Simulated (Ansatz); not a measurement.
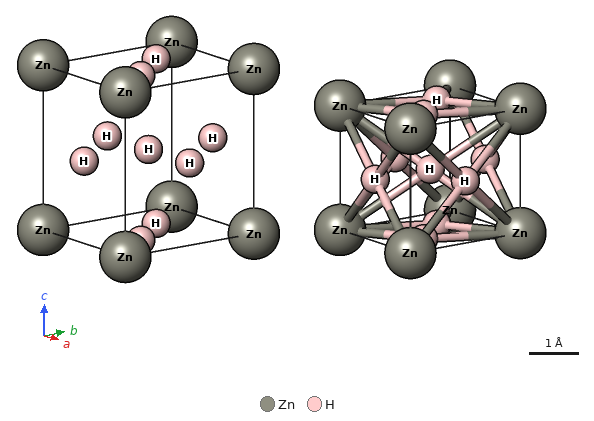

Two geometries of crystalline ZnH$_{5}$ (a generated structure, set up in P6/mmm) (coarse preliminary run), drawn at one scale. One is the start of a relaxation, the other its converged end. The picture is a ball-and-stick view of the cell of the calculation, seen slightly off an axis.

Theory: Ansatz 0.2.0, DFT PBE, scalar-relativistic, plane waves, PAW. (plane-wave cutoff 420 eV; k-point mesh 6 × 6 × 6; occupations gaussian; smearing width 0.1 eV; no spin polarisation; cell and atoms relaxed; force threshold 0.04 eV/Å; at most 70 steps)

**Which of the two is the end point?**

The right one is the relaxed one. The atoms keep their places relative to the cell (all moves are under 0.005 Å). The volume changes by −44.8 %, with a = b 4.340 → 3.711 Å (−14.5 %), c 3.395 → 2.565 Å (−24.5 %). Near-neighbour distances that change, for instance: H–Zn 2.755 → 2.255 Å, H–Zn 2.506 → 2.142 Å. The space group stays P6/mmm (No. 191). The energy falls by 393 meV per atom in 6 accepted moves (7 points after the start). All forces vanish by symmetry, so only the cell relaxes. Pressure: −17.18 GPa at the start and −0.17 GPa at the end. The SCF was repeated once at an unchanged geometry on a basis and grid sized afresh for the cell, which shifted the energy by 1.5 meV per atom at most. The run took 18 s on 1 thread of Intel(R) Xeon(R) Processor @ 2.70GHz, with other jobs on the host, peak memory 0.35 GiB.
